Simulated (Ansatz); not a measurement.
System: BCl₃ (SMILES ClB(Cl)Cl).

Input file:

```
crystal:
  periodic: [false, false, false]
  atoms:
    - { symbol: Cl, position_ang: [-0.2392, 0.5147, 1.7398] }
    - { symbol: B, position_ang: [-0.0131, -0.0103, -0.0042] }
    - { symbol: Cl, position_ang: [0.9988, -1.4911, -0.3443] }
    - { symbol: Cl, position_ang: [-0.691, 0.9264, -1.4116] }
basis:
  gaussian:
    orbitals: "6-31G*"
hamiltonian:
  xc: b3lyp
output:
  orbitals: {}
```

Command:

```sh
python energy_bcl3.py
```

Method: SCF B3LYP, Gaussian basis (Ansatz).

Question: What will maps of the electron density and electron localisation function show?

Answer: B–Cl (1.82 Å): the density is about 1.2 e/Å³ at the midpoint; the ELF peaks at about 0.90 between the atoms: a shared but strongly polarised pair.

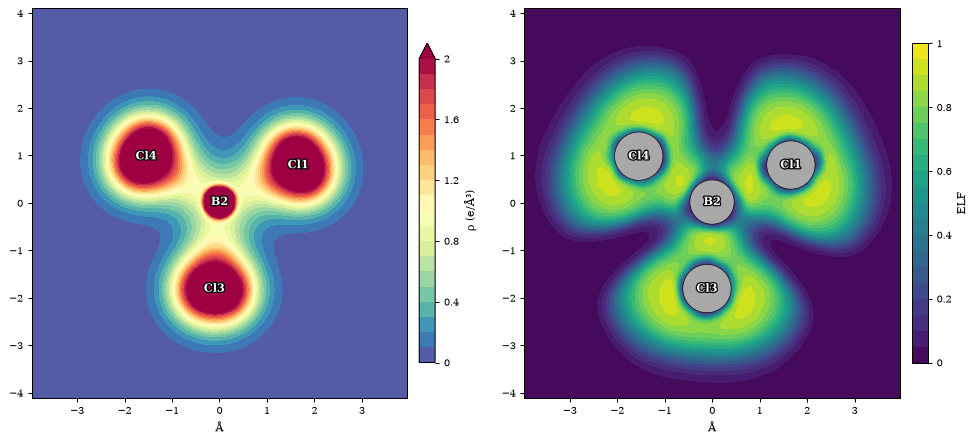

Computed electron density and electron localisation function on the molecular plane, in this order. Grey discs cover the atomic cores in the ELF map. 
